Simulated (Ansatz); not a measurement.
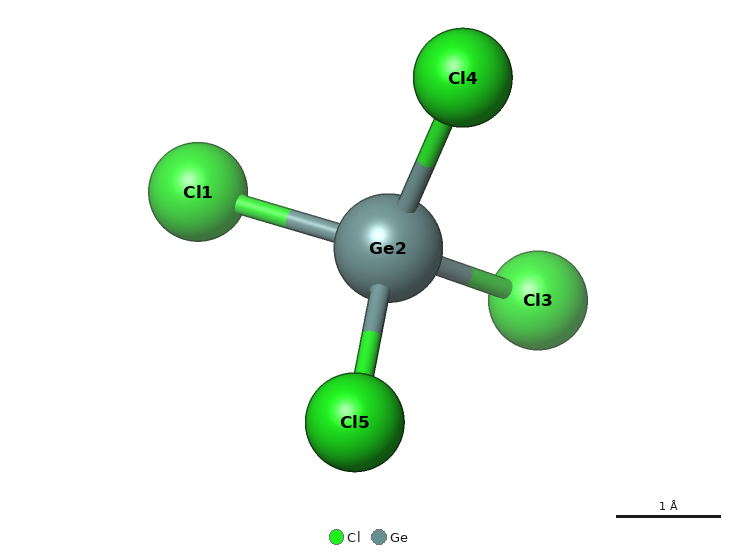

Orthographic view. Depth is shown by fading: the farther an atom, the more it takes the colour of the background. Computed geometry: PBE-D4/def2-SVP optimisation. No frequency run is at hand to confirm it as a minimum.

Give the geometry as a Z-matrix, atoms in numerical order, with these reference atoms: 2 to 1; 3 to 2, 1; 4 to 2, 1, 3; 5 to 2, 1, 3.

```
Cl 
Ge   1   2.147
Cl   2   2.147   1   109.5
Cl   2   2.147   1   109.5   3   120.0
Cl   2   2.147   1   109.5   3  -120.0
```
